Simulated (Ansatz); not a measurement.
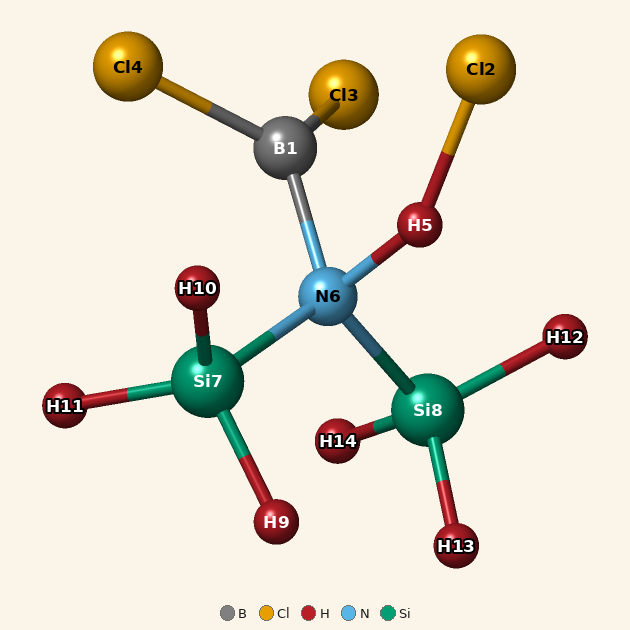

Sticks follow a distance rule. Harmonic vibrations computed with RKS PBE0-D4/def2-TZVP (Ansatz 0.2.0) at a stationary point of the same level.

How many imaginary frequencies does it have?

Answer. A first-order saddle point: one imaginary frequency, 993i cm⁻¹.

List the wavenumbers.

Answer. 36 modes: 993i, 38, 121, 131, 131, 149, 171, 179, 227, 281, 282, 342, 479, 526, 631, 641, 652, 745, 805, 838, 924, 931, 940, 951, 955, 959, 971, 1131, 1141, 1432, 2253, 2264, 2267, 2274, 2291, 2293 cm⁻¹.
